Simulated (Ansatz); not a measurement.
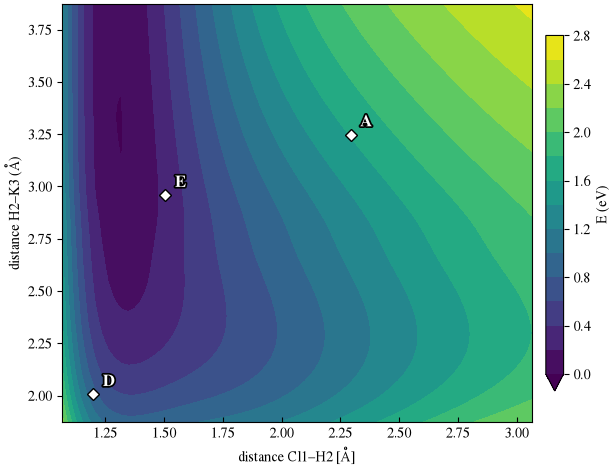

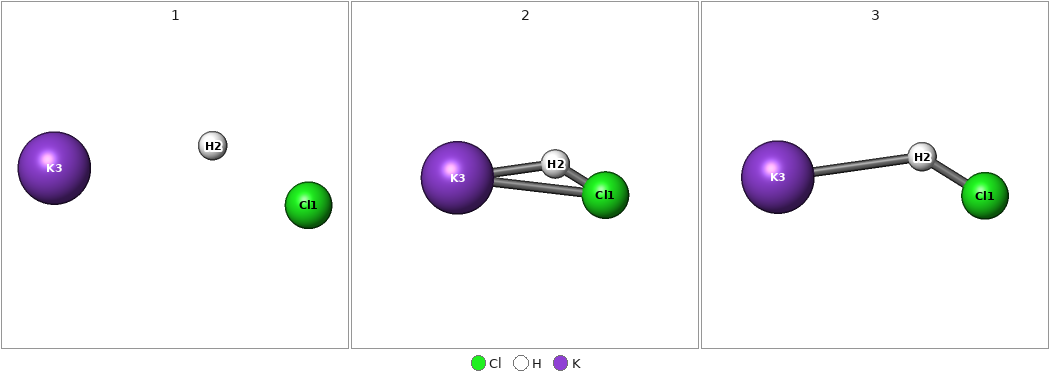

The system Cl + HK, spin multiplicity 2. First axis: distance Cl1–H2. Second axis: distance H2–K3. Nothing is relaxed (the angle Cl1–H2–K3 is fixed at 140 degrees). The grid has 17 × 17 points. Energies: eV, counted from the lowest grid point. These are results of UKS PBE0-D4/def2-SVPD (Ansatz), not measurements.

In the figure: filled contours, lettered points. Between grid points the surface is interpolated. The numbered pictures are the structures at these points, in random order.

Question: Which structure belongs to which point?

Answer: A is structure 1: distance Cl1–H2 = 2.293 Å, distance H2–K3 = 3.248 Å, 1.61 eV; D is structure 2: distance Cl1–H2 = 1.198 Å, distance H2–K3 = 2.006 Å, 0.87 eV; E is structure 3: distance Cl1–H2 = 1.505 Å, distance H2–K3 = 2.958 Å, 0.25 eV.
